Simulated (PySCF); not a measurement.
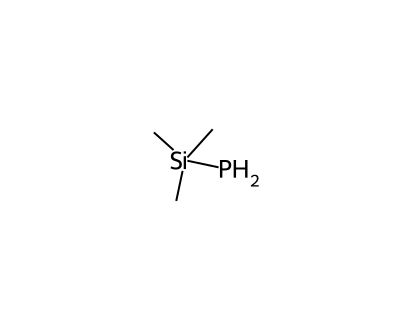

The drawing above gives the connectivity. The computed structure is the end point of a PBE0-D3(BJ)/def2-SVP optimisation. No frequency run is at hand to confirm it as a minimum.

What does the molecule look like in three dimensions?

The molecule is C₃H₁₁PSi. SMILES: `C[Si](C)(C)P`. It has no ring. The point group is Cs. Coordination: 3 C tetrahedral; 1 Si tetrahedral; 1 P trigonal pyramidal.

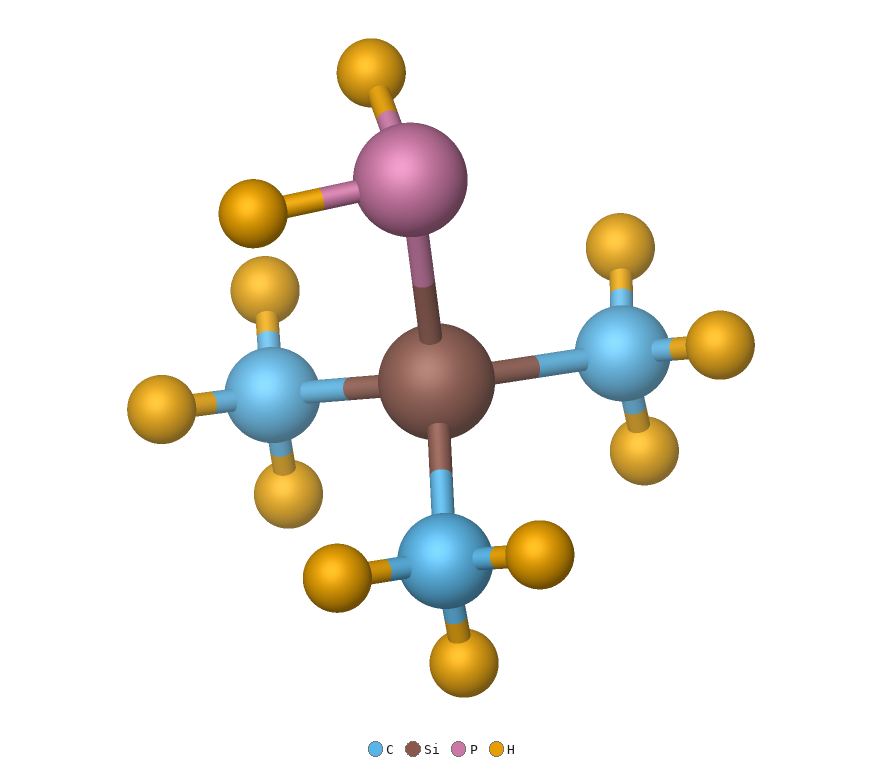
